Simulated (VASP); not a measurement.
Given:

```
CdF2
1.0
    0.00000     2.71877     2.71877
    2.71877     0.00000     2.71877
    2.71877     2.71877     0.00000
Cd F
1 2
Direct
  0.00000   0.00000   0.00000
  0.25000   0.25000   0.25000
  0.75000   0.75000   0.75000
```

The numbers are results of TPSS meta-GGA, VASP's PBE PAW potentials (set 64) (plane waves; VASP 6.6.1), not measurements. Numerical set-up: 520 eV cut-off, 8×8×8 Γ-centred mesh, tetrahedra with Blöchl corrections, potentials Cd F.

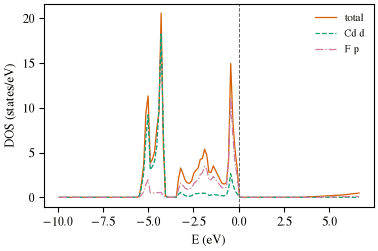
*Total and projected density of states, zero at the valence-band maximum*

Within 2 eV below the valence-band maximum the largest weight inside VASP's projection spheres is F p.

The gap is indirect, 3.25 eV, from the valence maximum at W to the conduction minimum at Γ.

The compound is CdF2 in the fluorite structure. It was relaxed first.
